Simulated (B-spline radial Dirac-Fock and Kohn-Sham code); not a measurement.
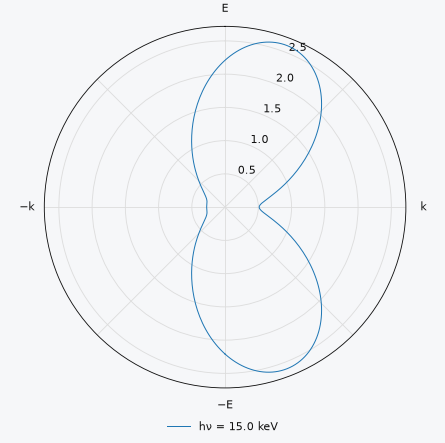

Angular distribution of photoelectrons from N3 (4p3/2) in the plane of the polarisation E (up) and the photon direction k (right), relative to an isotropic one. The figure is for neutral Te. Level of theory: a Dirac–Hartree–Slater potential; 1 + βP₂(cos θ) + (δ + γ cos²θ) sin θ cos φ with E1 and E1–E2 terms; calculated with a B-spline radial atomic code. Open shells are averaged over j.

Question: What are β, γ and δ at 15.0 keV?

Answer: β = 1.210, γ = 1.868, δ = 0.118.
